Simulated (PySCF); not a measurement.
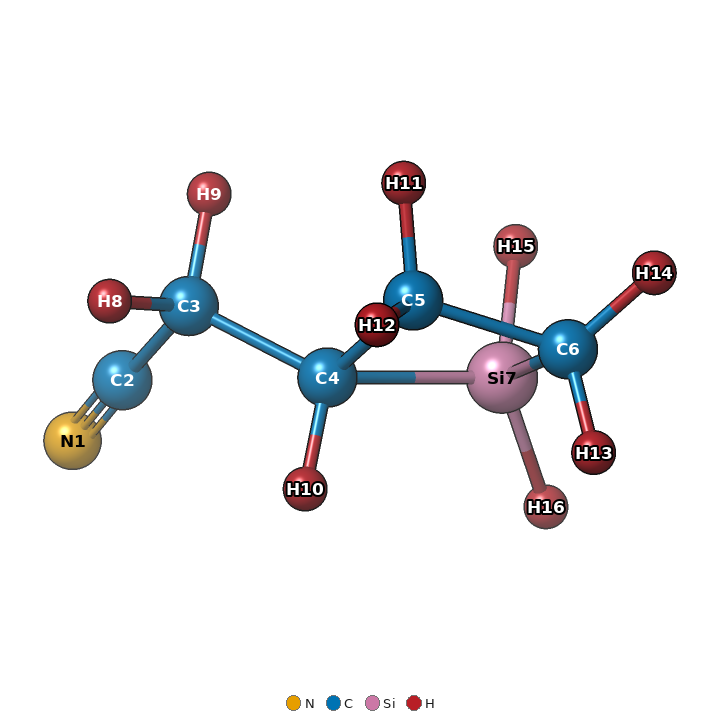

Distant atoms are faded towards the background colour. Computed geometry: PBE0-D3(BJ)/def2-SVP optimisation. No frequency run is at hand to confirm it as a minimum.

Q: How is the 4-membered ring C4–C5–C6–Si7 puckered?

A: It is puckered (butterfly). The Cremer–Pople amplitude Q is 0.32 Å.

Q: Give the torsion angles round the ring, beginning with the bond from its second to its third atom.

A: 24°, −19°, 19°, −24°.
